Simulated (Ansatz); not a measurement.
Read the following structure.

```cif
data_structure
_symmetry_space_group_name_H-M 'P 1'
_symmetry_Int_Tables_number 1
_cell_length_a 3.8045
_cell_length_b 3.8045
_cell_length_c 3.8045
_cell_angle_alpha 90.000
_cell_angle_beta 90.000
_cell_angle_gamma 90.000
_cell_volume 55.07
loop_
_atom_site_label
_atom_site_type_symbol
_atom_site_fract_x
_atom_site_fract_y
_atom_site_fract_z
_atom_site_occupancy
Na1 Na 0.00000 0.00000 0.00000 1
Na2 Na 0.50000 0.50000 0.50000 1
```

> Work out the structure from the coordinates.

The element is sodium. The atoms follow space group Im-3m (No. 229); the Bravais lattice is body-centred cubic. The prototype is body-centred cubic (W type). The cell holds two atoms. Each Na is bonded to eight Na in a cubic arrangement at 3.29 Å. The bonds build a three-dimensional framework.

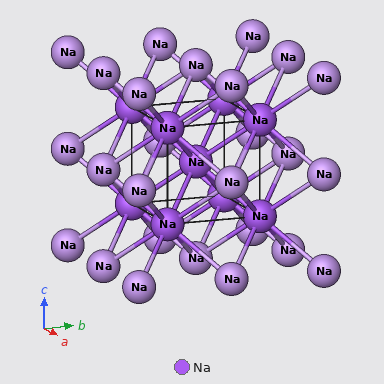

View slightly off an axis, drawn as a ball-and-stick model. Thin lines show the conventional unit cell, with boundary atoms drawn in all their periodic places. Every bond is drawn to its end, so some atoms lie outside the box, in fainter colours.

The cell started as a structure listed in the Materials Project. Earlier steps of the study may have refined or changed the cell and positions. A calculation with Ansatz used it as input.
